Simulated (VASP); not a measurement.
Band structure of MgI2 (1T layered). Level of theory: PBE GGA with D4 dispersion, VASP's PBE PAW potentials (set 64) (plane waves; VASP).

Unless said otherwise, spin-orbit coupling is left out, though it shifts the bands of the heavy elements here.

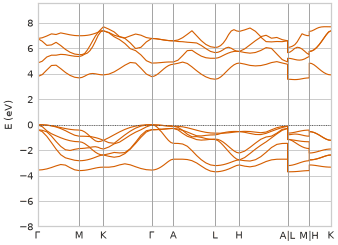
Figure: Bands along high-symmetry lines, zero at the valence-band maximum or, without a gap, the Fermi level

Q: Read the plot: is there a gap, and where are the band edges?

A: The gap is indirect, 3.54 eV, from the valence maximum at Γ to the conduction minimum at L-M at 0.33. (Edges off the drawn lines would not show.)

The compound is MgI2 in the 1T layered structure. It was relaxed first.
